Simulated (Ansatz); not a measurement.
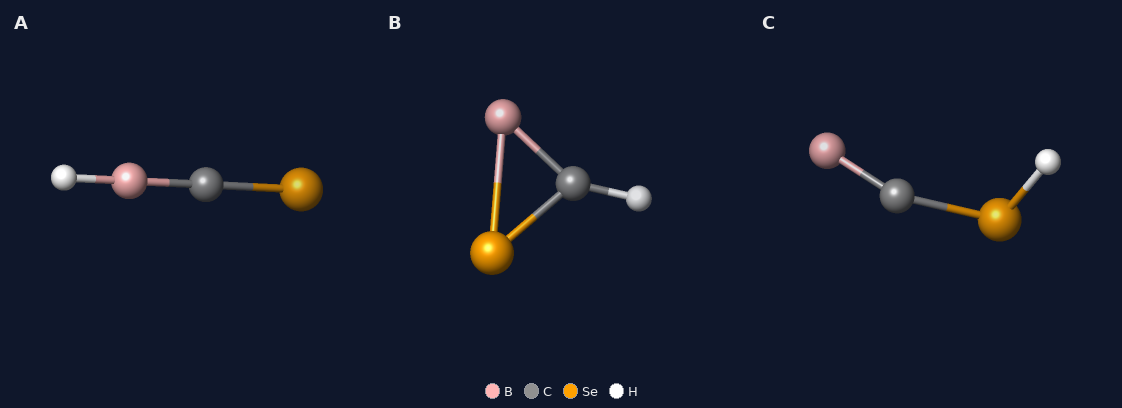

3 stationary structures of one formula. Geometries: PBE0-D4/def2-TZVP. Electronic energies: RHF-CCSD(T) (frozen core)/def2-TZVPP (Ansatz 0.2.0), without zero-point energy. No frequency run is at hand to confirm each as a minimum.

Rank them by energy, lowest first.

A is lowest (C∞v); B lies 66.1 kJ/mol above it (Cs), C lies 235.8 kJ/mol above it (C1).
